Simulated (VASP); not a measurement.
# Iridium: convergence with the plane-wave cutoff and PAW data sets, part 2 of 2

How sensitive are energy and pressure of Iridium to the plane-wave cutoff and PAW data sets? The series runs use PBEsol. The start is a cell from a database of measured crystal structures.

VASP 6.6.1, plane waves and PAW; the level of theory is named at each step.

Still holding for the runs below: This run has no spin polarisation. Its electron count is odd, so without a moment it is a metal by construction.

So far. Step 7 (Plane-wave cutoff: ENCUT = 270): Against the run before the energy moves by +3.11 meV an atom and the pressure by -0.45 GPa, after 12 cycles in 4 s.

The database entry behind the starting cell differs from later determinations by our own check (0.1 to 0.3 % short, probably kX units), so it need not match the best structure at ambient conditions.

### Step 8. Plane-wave cutoff: ENCUT = 340

Level of this step: PBEsol; plane waves and PAW (Ir) (VASP).

INCAR

```
SYSTEM = Ir
PREC = Accurate
ENCUT = 340
EDIFF = 1E-06
NELM = 100
ISMEAR = -1
SIGMA = 0.05
LREAL = .FALSE.
ALGO = Normal
GGA = PS
NBANDS = 10
LORBIT = 11
LWAVE = .FALSE.
LCHARG = .FALSE.
KPAR = 2
ISIF = 2
```

POSCAR

```
Ir
1.0
    0.0000000000      1.9156000000      1.9156000000
    1.9156000000      0.0000000000      1.9156000000
    1.9156000000      1.9156000000      0.0000000000
Ir
1
Direct
    0.0000000000      0.0000000000      0.0000000000
```

KPOINTS

```
Automatic mesh
0
Gamma
12 12 12
0 0 0
```

The projector-augmented-wave data sets are Ir (PBE family, release 64).

Launch:

```bash
$ mpirun -np 2 vasp_std
```

What it wrote:

```text
[... set-up lines as in an earlier step ...]
 entering main loop
       N       E                     dE             d eps       ncg     rms          rms(c)
DAV:   1     0.267719908418E+02    0.26772E+02   -0.33672E+03  1616   0.559E+02
DAV:   2    -0.995731304839E+01   -0.36729E+02   -0.33998E+02  1500   0.155E+02
DAV:   3    -0.104710656637E+02   -0.51375E+00   -0.51226E+00  1692   0.214E+01
DAV:   4    -0.104756712218E+02   -0.46056E-02   -0.46049E-02  1632   0.189E+00
[...]
DAV:  10    -0.983981148179E+01    0.36141E-04   -0.35049E-05  2034   0.731E-02    0.314E-02
DAV:  11    -0.983981283968E+01   -0.13579E-05   -0.18330E-06  1526   0.964E-03    0.472E-03
DAV:  12    -0.983981284774E+01   -0.80556E-08   -0.30652E-08   762   0.165E-03
   1 F= -.98398128E+01 E0= -.98374332E+01  d E =-.475930E-02
```

Elapsed: 3.2 s, on 2 MPI ranks of Intel Xeon Platinum 8488C (Sapphire Rapids), shared host; peak memory 0.21 GiB.

OUTCAR, selected parts (step 8):

```text
  Total       -0.0039423     -0.0039423     -0.0039423     -0.0000000      0.0000000      0.0000000
  in kB       -0.4492782     -0.4492782     -0.4492782     -0.0000000      0.0000000      0.0000000
  external PRESSURE =      -0.4492782 kB  Pullay stress =       0.0000000 kB

 POSITION                                       TOTAL-FORCE (eV/Angst)
 -----------------------------------------------------------------------------------
      0.00000      0.00000      0.00000         0.000000     -0.000000     -0.000000
 -----------------------------------------------------------------------------------
    total drift:                               -0.000000      0.000000      0.000000

  FREE ENERGIE OF THE ION-ELECTRON SYSTEM (eV)
  ---------------------------------------------------
  free  energy   TOTEN  =        -9.8398128477 eV

  energy  without entropy=       -9.8350535462  energy(sigma->0) =       -9.83743320

[... 1 part as in an earlier step ...]

[... 2 further parts left out ...]
[key lines of the parts left out:]
E-fermi :  10.3913
```

Against the run before the energy moves by +8.13 meV an atom and the pressure by +0.27 GPa, after 12 cycles in 3.2 s.

### Step 9. Plane-wave cutoff: ENCUT = 420

Changes to INCAR since step 8:

```diff
@@ -2,3 +2,3 @@
 PREC = Accurate
-ENCUT = 340
+ENCUT = 420
 EDIFF = 1E-06
```

POSCAR is that of step 8.

KPOINTS is that of step 8.

Launch:

```bash
$ mpirun -np 2 vasp_std
```

What it wrote:

```text
[... set-up lines as in an earlier step ...]
 entering main loop
       N       E                     dE             d eps       ncg     rms          rms(c)
DAV:   1     0.389427338365E+02    0.38943E+02   -0.38603E+03  1512   0.683E+02
DAV:   2    -0.972256893299E+01   -0.48665E+02   -0.45789E+02  1484   0.177E+02
DAV:   3    -0.104698424433E+02   -0.74727E+00   -0.74601E+00  1682   0.264E+01
DAV:   4    -0.104763467117E+02   -0.65043E-02   -0.65037E-02  1594   0.236E+00
[...]
DAV:  10    -0.983993352743E+01    0.33460E-04   -0.33216E-05  2066   0.709E-02    0.304E-02
DAV:  11    -0.983993480455E+01   -0.12771E-05   -0.18885E-06  1532   0.985E-03    0.459E-03
DAV:  12    -0.983993483862E+01   -0.34072E-07   -0.37575E-08   770   0.211E-03
   1 F= -.98399348E+01 E0= -.98375560E+01  d E =-.475767E-02
```

Run time: 4.8 s. Hardware: 2 MPI ranks; peak memory 0.22 GiB; 5.2 s of CPU time.

From OUTCAR (step 9):

```text
  Total        0.0296469      0.0296469      0.0296469      0.0000000      0.0000000      0.0000000
  in kB        3.3786635      3.3786635      3.3786635      0.0000000      0.0000000      0.0000000
  external PRESSURE =       3.3786635 kB  Pullay stress =       0.0000000 kB

 POSITION                                       TOTAL-FORCE (eV/Angst)
 -----------------------------------------------------------------------------------
      0.00000      0.00000      0.00000         0.000000      0.000000      0.000000
 -----------------------------------------------------------------------------------
    total drift:                                0.000000     -0.000000     -0.000000

  FREE ENERGIE OF THE ION-ELECTRON SYSTEM (eV)
  ---------------------------------------------------
  free  energy   TOTEN  =        -9.8399348386 eV

  energy  without entropy=       -9.8351771692  energy(sigma->0) =       -9.83755600

[... 1 part as in an earlier step ...]

[... 2 further parts left out ...]
[key lines of the parts left out:]
E-fermi :  10.3909
```

Against the run before the energy moves by -0.12 meV an atom and the pressure by +0.38 GPa, after 12 cycles in 4.8 s.

### Step 10. The plane-wave cutoff series as a table

This step: convergence of PBEsol results with the cutoff; plane waves and PAW (VASP 6.6.1).

This step runs nothing: it gathers the runs above.

Differences are taken from the run with ENCUT = 420. Results of the series, by row:

| setting | status | energy less the reference (meV/atom) | pressure (GPa) | SCF cycles | wall time (s) |
| --- | --- | --- | --- | --- | --- |
| ENCUT = 130 | converged | 1411 | -310.7 | 12 | 3.2 |
| ENCUT = 160 | converged | 237.7 | -92.48 | 12 | 3.6 |
| ENCUT = 190 | converged | 19.55 | -18.11 | 12 | 3.4 |
| ENCUT = 210 | converged | -3.111 | -3.87 | 11 | 3.4 |
| ENCUT = 240 | converged | -11.12 | 0.1364 | 12 | 3.8 |
| ENCUT = 270 | converged | -8.012 | -0.317 | 12 | 4 |
| ENCUT = 340 | converged | 0.1228 | -0.04493 | 12 | 3.2 |
| ENCUT = 420 | converged | 0 | 0.3379 | 12 | 4.8 |

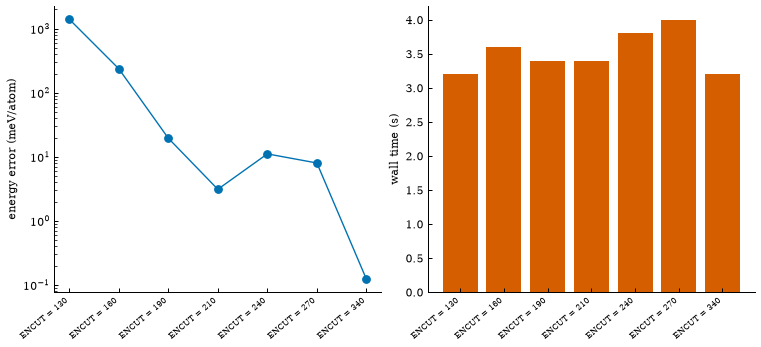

The energy error in size, against the reference run (errors under 0.01 are drawn at 0.01), and the wall time by setting.

### Step 11. PAW data sets: minimal 64: Ir

This step: PBEsol; plane waves and PAW (Ir) (VASP 6.6.1).

Data sets differ in which electrons are valence and how hard the partial waves are.

Changes to INCAR since step 9:

```diff
@@ -2,3 +2,3 @@
 PREC = Accurate
-ENCUT = 420
+ENCUT = 400
 EDIFF = 1E-06
```

POSCAR is that of step 9.

KPOINTS is that of step 9.

Launch:

```bash
$ mpirun -np 2 vasp_std
```

What it wrote:

```text
[... set-up lines as in an earlier step ...]
 entering main loop
       N       E                     dE             d eps       ncg     rms          rms(c)
DAV:   1     0.394971387887E+02    0.39497E+02   -0.36758E+03  1496   0.647E+02
DAV:   2    -0.972176969315E+01   -0.49219E+02   -0.45744E+02  1496   0.176E+02
DAV:   3    -0.104702082348E+02   -0.74844E+00   -0.74754E+00  1728   0.264E+01
DAV:   4    -0.104763881565E+02   -0.61799E-02   -0.61788E-02  1620   0.226E+00
DAV:   5    -0.104765059573E+02   -0.11780E-03   -0.11780E-03  1684   0.293E-01    0.159E+01
DAV:   6    -0.994507503536E+01    0.53143E+00   -0.92838E-01  1626   0.115E+01    0.627E+00
DAV:   7    -0.984714439820E+01    0.97931E-01   -0.28976E-01  1700   0.590E+00    0.145E+00
DAV:   8    -0.984571198819E+01    0.14324E-02   -0.21035E-03  1526   0.441E-01    0.129E+00
DAV:   9    -0.983998153691E+01    0.57305E-02   -0.28918E-03  1588   0.763E-01    0.575E-02
DAV:  10    -0.983994594454E+01    0.35592E-04   -0.36263E-05  2054   0.751E-02    0.323E-02
DAV:  11    -0.983994723565E+01   -0.12911E-05   -0.18088E-06  1528   0.991E-03    0.511E-03
DAV:  12    -0.983994727013E+01   -0.34480E-07   -0.32280E-08   766   0.180E-03
   1 F= -.98399473E+01 E0= -.98375685E+01  d E =-.475763E-02
```

Wall time 4.8 s (2 MPI ranks); peak memory 0.22 GiB.

OUTCAR, selected parts (step 11):

```text
   ENCUT  =  400.0 eV  29.40 Ry    5.42 a.u.   4.42  4.42  4.42*2*pi/ulx,y,z

   NELECT =       9.0000    total number of electrons

 E-fermi :  10.3910

 k-point     1 :       0.0000    0.0000    0.0000
  band No.  band energies     occupation
    ...
      2       6.4097      2.00000
      3       6.4097      2.00000
      4       6.4097      2.00000
      5       9.1575      2.00000
      6       9.1575      2.00000
      7      24.6655      0.00000
      8      30.2714      0.00000
      9      30.2714      0.00000
     10      30.2714      0.00000

  Total        0.0320553      0.0320553      0.0320553     -0.0000000     -0.0000000      0.0000000
  in kB        3.6531366      3.6531366      3.6531366     -0.0000000     -0.0000000      0.0000000
  external PRESSURE =       3.6531366 kB  Pullay stress =       0.0000000 kB

 POSITION                                       TOTAL-FORCE (eV/Angst)
 -----------------------------------------------------------------------------------
      0.00000      0.00000      0.00000        -0.000000      0.000000     -0.000000
 -----------------------------------------------------------------------------------
    total drift:                                0.000000     -0.000000     -0.000000

  FREE ENERGIE OF THE ION-ELECTRON SYSTEM (eV)
  ---------------------------------------------------
  free  energy   TOTEN  =        -9.8399472701 eV

  energy  without entropy=       -9.8351896360  energy(sigma->0) =       -9.83756845

[... 5 parts as in an earlier step ...]

[... 11 further parts left out ...]
```

Numbers from this step:

| Item | Value |
| --- | --- |
| pressure | 0.3653 GPa |

The series starts at -9.8376 eV an atom and 0.37 GPa, after 12 cycles in 4.8 s.

### Step 12. PAW data sets: recommended 54: Ir

INCAR is that of step 11.

POSCAR is that of step 11.

KPOINTS is that of step 11.

The projector-augmented-wave data sets are Ir (PBE family, release 54).

Launch:

```bash
$ mpirun -np 2 vasp_std
```

What it wrote:

```text
[... set-up lines as in an earlier step ...]
 entering main loop
       N       E                     dE             d eps       ncg     rms          rms(c)
[... 12 cycles as in an earlier step ...]
   1 F= -.98399473E+01 E0= -.98375685E+01  d E =-.475763E-02
```

It took 5 s on 2 MPI ranks; peak memory 0.23 GiB; 4.5 s of CPU time.

Parts of OUTCAR (step 12):

```text
[... 6 parts as in an earlier step ...]

[... 1 further part left out ...]
[key lines of the parts left out:]
E-fermi :  10.3910
```

With 9 valence electrons the pressure is 0.37 GPa, +0.00 GPa from the first of the series, after 12 cycles in 5 s.

### Step 13. PAW data sets: GW 64: Ir sv GW

This step: PBEsol; plane waves and PAW (Ir_sv_GW) (VASP 6.6.1).

Changes to INCAR since step 12:

```diff
@@ -2,3 +2,3 @@
 PREC = Accurate
-ENCUT = 400
+ENCUT = 420
 EDIFF = 1E-06
@@ -10,3 +10,3 @@
 GGA = PS
-NBANDS = 10
+NBANDS = 14
 LORBIT = 11
```

POSCAR is that of step 12.

KPOINTS is that of step 12.

Potentials, in the order of the species: Ir_sv_GW (PBE family, release 64).

Launch:

```bash
$ mpirun -np 2 vasp_std
```

What it wrote:

```text
[... set-up lines as in an earlier step ...]
 entering main loop
       N       E                     dE             d eps       ncg     rms          rms(c)
DAV:   1     0.801787057982E+02    0.80179E+02   -0.10216E+04  2198   0.107E+03
DAV:   2    -0.106591843876E+02   -0.90838E+02   -0.86962E+02  2550   0.333E+02
DAV:   3    -0.116754688033E+02   -0.10163E+01   -0.10151E+01  2190   0.323E+01
DAV:   4    -0.116765795991E+02   -0.11108E-02   -0.11108E-02  2430   0.126E+00
[...]
DAV:  10    -0.104104081117E+02    0.10068E-03   -0.16718E-04  2196   0.181E-01    0.389E-02
DAV:  11    -0.104104058015E+02    0.23102E-05   -0.73616E-06  2256   0.332E-02    0.117E-02
DAV:  12    -0.104104058530E+02   -0.51508E-07   -0.14098E-07  1074   0.382E-03
   1 F= -.10410406E+02 E0= -.10408057E+02  d E =-.469757E-02
```

The job ended after 5.6 s (2 MPI ranks; peak memory 0.23 GiB; 6.6 s of CPU time).

From OUTCAR (step 13):

```text
  Total       -0.2595197     -0.2595197     -0.2595197     -0.0000000     -0.0000000     -0.0000000
  in kB      -29.5757997    -29.5757997    -29.5757997     -0.0000000     -0.0000000     -0.0000000
  external PRESSURE =     -29.5757997 kB  Pullay stress =       0.0000000 kB

 POSITION                                       TOTAL-FORCE (eV/Angst)
 -----------------------------------------------------------------------------------
      0.00000      0.00000      0.00000         0.000000     -0.000000     -0.000000
 -----------------------------------------------------------------------------------
    total drift:                                0.000000     -0.000000     -0.000000

  FREE ENERGIE OF THE ION-ELECTRON SYSTEM (eV)
  ---------------------------------------------------
  free  energy   TOTEN  =       -10.4104058530 eV

  energy  without entropy=      -10.4057082876  energy(sigma->0) =      -10.40805707

[... 1 part as in an earlier step ...]

[... 2 further parts left out ...]
[key lines of the parts left out:]
E-fermi :  12.8998
```

With 17 valence electrons the pressure is -2.96 GPa, -3.32 GPa from the first of the series, after 12 cycles in 5.6 s.

### Step 14. The PAW data sets series as a table

This step: convergence of PBEsol results with the datasets; plane waves and PAW (VASP 6.6.1).

No new run; the numbers come from the runs before.

Results of the series, by row:

| setting | status | pressure (GPa) | SCF cycles | wall time (s) |
| --- | --- | --- | --- | --- |
| minimal 64: Ir, 400 eV | converged | 0.3653 | 12 | 4.8 |
| recommended 54: Ir, 400 eV | converged | 0.3653 | 12 | 5 |
| gw 64: Ir_sv_GW, 420 eV | converged | -2.958 | 12 | 5.6 |

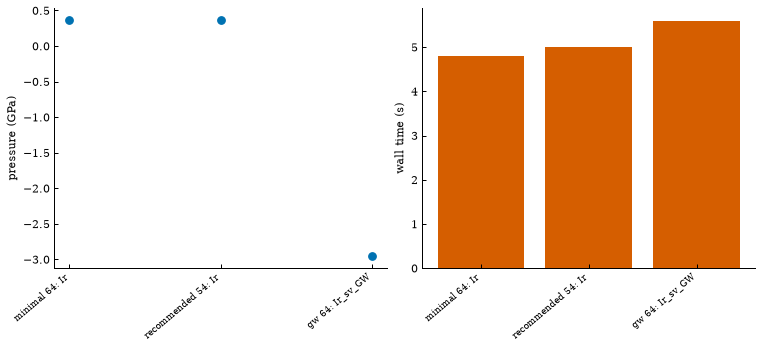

The pressure and the wall time by setting.

### Step 15. Results

```
plane-wave cutoff from which the energy stays within 10 meV/atom of the reference : ENCUT = 270
plane-wave cutoff from which the energy stays within 1 meV/atom of the reference  : ENCUT = 340
plane-wave cutoff from which the pressure stays within 0.2 GPa of the reference   : none before the reference itself
spread of the pressure over the plane-wave cutoff                                 : 311 GPa
spread of the energy over the plane-wave cutoff                                   : 1422 meV/atom
spread of the pressure over the PAW data sets                                     : 3.32 GPa
```

**Reading.** From ENCUT = 340 on, the energy stays within 1 meV an atom of the reference, at 67 % of its time. The pressure doesn't settle within 0.2 GPa before the reference. These cutoffs are 0.6 to 2 times the default of the data sets, about 210 eV; at the default the run is off by -3.1 meV an atom, -4.21 GPa, and at 1.3 times by -8.0 meV an atom, -0.65 GPa. Energy differences between like cells converge faster than these totals. The choice of data set moves the pressure between -2.96 GPa (gw 64: Ir_sv_GW) and 0.37 GPa (minimal 64: Ir); the cutoffs differ too (400 and 420 eV). Differences are taken from the run with ENCUT = 420, which is itself not the exact limit. Data sets differ in their zero of energy, so energies are not compared. Forces vanish by symmetry in this cell, so the series can't test them. The runs at ENCUT = 130; ENCUT = 160; ENCUT = 190; ENCUT = 210 are over 30 meV an atom or 2 GPa off and describe the material poorly.

[Lines on the potential files, build, host, timing and source positions are cut from VASP's logs without a mark.]

[Logs are printed without paths, hosts, clocks, repeated set-up lines and the standing remarks that a program may print on its own settings, such as how far it seeks lower states.]

[Hosts, paths, dates, database ids (printed as entryN), source tags and the programs' standing remarks are cut or masked in the printed files.]

[A measured line is paired with the nearest computed mode of its activity, which favours agreement.]
